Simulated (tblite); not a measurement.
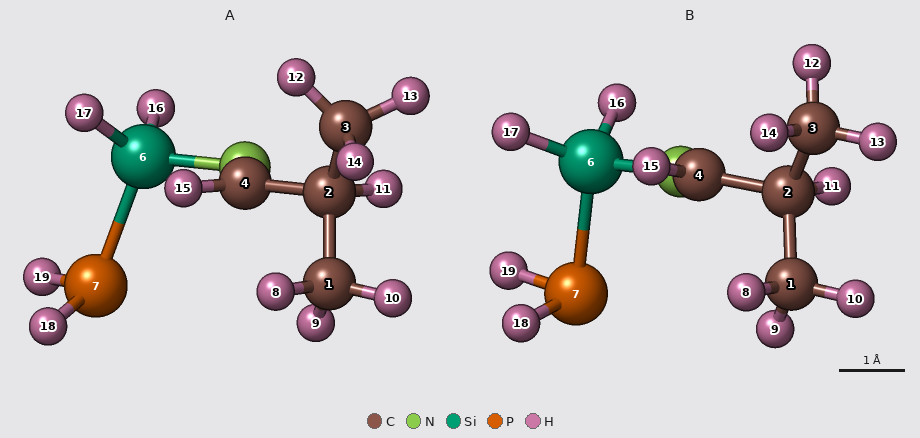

Two geometries of C4H12NPSi, drawn at one scale. One is the start of a relaxation, the other its converged end. Style: ball-and-stick. Shown from a free direction.

Theory: GFN2-xTB geometry optimisation, gas phase (tblite). 

**Which geometry has the lower energy?**

Structure B is the relaxed one. Over 109 geometry steps the energy falls by 1.243 eV. An H atom moves most after the best rigid fit: 1.04 Å. By element the largest moves are H 1.04 Å, N 0.44 Å, P 0.41 Å, C 0.23 Å, Si 0.22 Å. Near-neighbour distances that change, for instance: N–Si 1.786 → 1.707 Å, H–P 1.445 → 1.383 Å, C–N 1.302 → 1.252 Å, C–C 1.486 → 1.527 Å. Among the angles between lasting bonds that change: C–N–Si 117.8° → 137.6°, Si–P–H 113.1° → 95.6°, H–P–H 109.2° → 92.0°. Groups turn about C–C by about 60°, N–Si by about 20°. The run took 0.9 s on 1 thread of Arm Neoverse V1, with other jobs on the host.
